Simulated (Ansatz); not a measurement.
# Calculations on CH₂NO₂

## 1. Relaxation

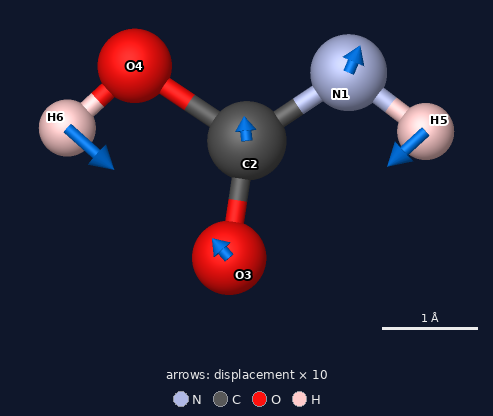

A relaxation of CH2NO2 (charge −1). The starting structure is drawn; blue arrows show the displacements, 10 times their true length. The two geometries are superimposed by the best rigid fit.

Style: ball-and-stick. Shown face on.

The run prepares an end point of a later path (torsion) calculation, from a guessed geometry.

Method: RKS CAM-B3LYP-D4/def2-SVP in Ansatz 0.2.0.

Input file:
```yaml
crystal:
  periodic: [false, false, false]
  atoms:
    - { symbol: "N", position_ang: [1.11024, 0.08665, -0.64976] }
    - { symbol: C, position_ang: [-0.01404, -0.08843, -0.04122] }
    - { symbol: O, position_ang: [-0.83475, -1.02596, -0.0499] }
    - { symbol: O, position_ang: [-0.36052, 1.01249, 0.79241] }
    - { symbol: H, position_ang: [1.30456, -0.73344, -1.22989] }
    - { symbol: H, position_ang: [-1.20549, 0.7487, 1.17836] }
total_charge: -1
basis:
  gaussian: { orbitals: def2-SVP }
hamiltonian:
  xc: cam_b3lyp
  dispersion: d4
relax:
  f_tol: 0.015
  max_steps: 40
output:
  orbitals: {}
```

Command:
```bash
ansatz run input.yaml --threads 1 --pin off --max-ram 2048MiB --backend cpu --events-out ev --progress --plain --runs-dir out
```

> What happened in the run?

Over 4 accepted moves (5 points after the start) the energy falls by 0.81 kcal/mol. The largest force component goes from 0.98 to 0.012 eV/Å. The line search rejected the trial step at point 3 of the run. The largest move after the best rigid fit is that of H6, 0.067 Å. By element the largest moves are H 0.067 Å, N 0.031 Å, O 0.028 Å, C 0.027 Å. Some distances before and after: C2–O4 1.424 → 1.409 Å, N1–C2 1.290 → 1.304 Å, C2–O3 1.246 → 1.254 Å. Bond angles that change, for instance: C2–N1–H5 108.9° → 104.4°, C2–O4–H6 103.6° → 100.1°.

Limits of the set-up: the basis has no diffuse functions, which an anion needs.

## 2. Relaxation

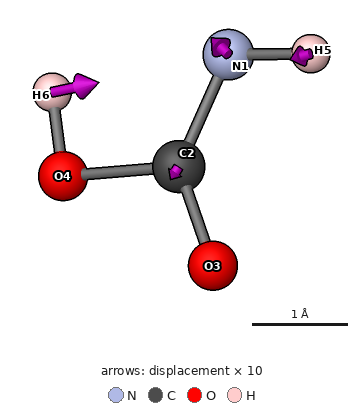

A relaxation of CH$_{2}$NO$_{2}$ (charge −1). The starting structure is drawn; purple arrows show the displacements, magnified 10 times. The two geometries are superimposed by the best rigid fit.

The picture is a ball-and-stick view, seen at a tilt.

The run prepares an end point of a later path (torsion) calculation, from a guessed geometry.

Method: RKS CAM-B3LYP-D4/def2-SVP (Ansatz). Set-up: no spin polarisation; force threshold 0.015 eV/Å; at most 40 steps.

Q: Which element moves most?

A: Hydrogen: up to 0.059 Å, against 0.032 Å for nitrogen.

Q: Describe the change and its energy.

A: Over 3 accepted moves (4 points after the start) the energy falls by 0.84 kcal/mol. The largest force component goes from 1.4 to 0.0036 eV/Å. The line search rejected the trial step at point 3 of the run. The atom that moves furthest after the best rigid fit is H6 (0.059 Å). By element the largest moves are H 0.059 Å, N 0.032 Å, C 0.017 Å, O 0.008 Å. Among the contacts that change: N1–C2 1.290 → 1.318 Å, C2–O4 1.424 → 1.409 Å, C2–O3 1.246 → 1.237 Å. Bond angles that change, for instance: C2–O4–H6 103.6° → 100.7°, C2–N1–H5 108.9° → 106.3°. Cost: 8.2 s on 1 thread of Intel(R) Xeon(R) Platinum 8488C (Sapphire Rapids) (shared host), peak memory 0.23 GiB.

Limits of the set-up: the basis has no diffuse functions, which an anion needs.

## 3. Path

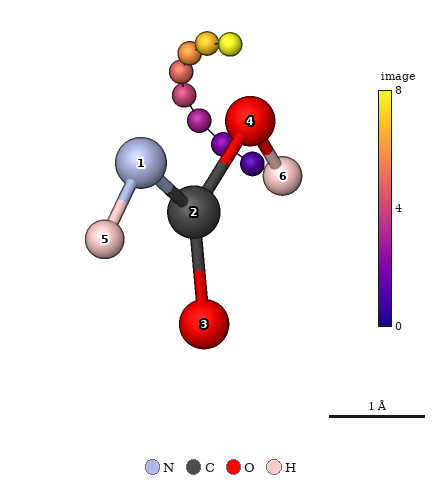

A nudged-elastic-band calculation for CH2NO2 (charge −1). Images are numbered from 0 (start) to 8 (end). The start is drawn whole; smaller spheres mark the moving atoms (H) in the later images, joined by lines and coloured by the number of the image. The picture is a ball-and-stick view, seen from a free direction.

Level of theory: Ansatz, RKS CAM-B3LYP-D4/def2-SVP. Set-up: 7 movable images; climbing image; force threshold 0.05 eV/Å; iteration limit 60; starting path by image-dependent pair potential.

Q: What moves, how far, and at what cost in energy?

A: The motion is a rotation about the C2–O4 bond by about 180°. No bond forms or breaks between the ends. Among the angles between lasting bonds that change up to the highest image: C2–O4–H6 100.1° → 103.9°. The energy climbs by 0.41 eV to image 4 and then falls by 0.45 eV, so the end point sits at −0.04 eV. The band converged in 7 iterations, with a climbing image at the top. At the top, the vibrational analysis gives one imaginary mode (525i cm⁻¹), as a transition state must have.

Limits of the set-up: the basis has no diffuse functions, which an anion needs.

Cost: 71 s on 1 thread of Intel(R) Xeon(R) Platinum 8488C (Sapphire Rapids) (shared host), peak memory 0.23 GiB.
